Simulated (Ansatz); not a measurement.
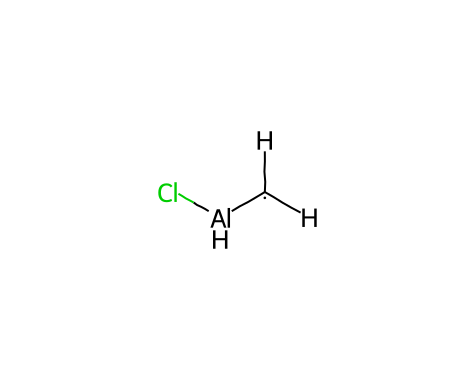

The drawing above gives the connectivity. The species is neutral and a spin doublet. The computed structure is the end point of a PBE0-D4/def2-TZVP optimisation. No frequency run is at hand to confirm it as a minimum.

What does the molecule look like in three dimensions?

Formula CH₃AlCl. SMILES: `[CH2][AlH][Cl]`. This geometry has Cs symmetry. It is an open-shell species. All atoms lie on one plane. Coordination: 1 C trigonal planar; 1 Al trigonal planar.

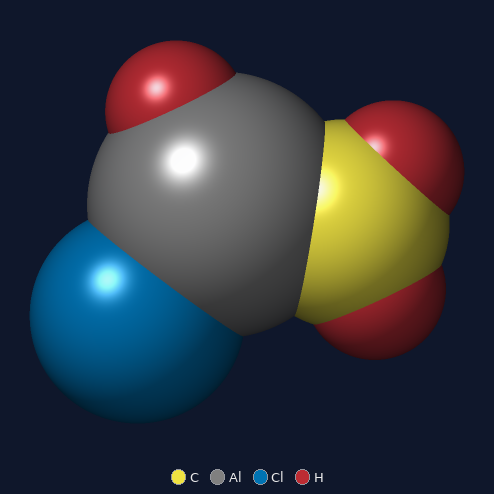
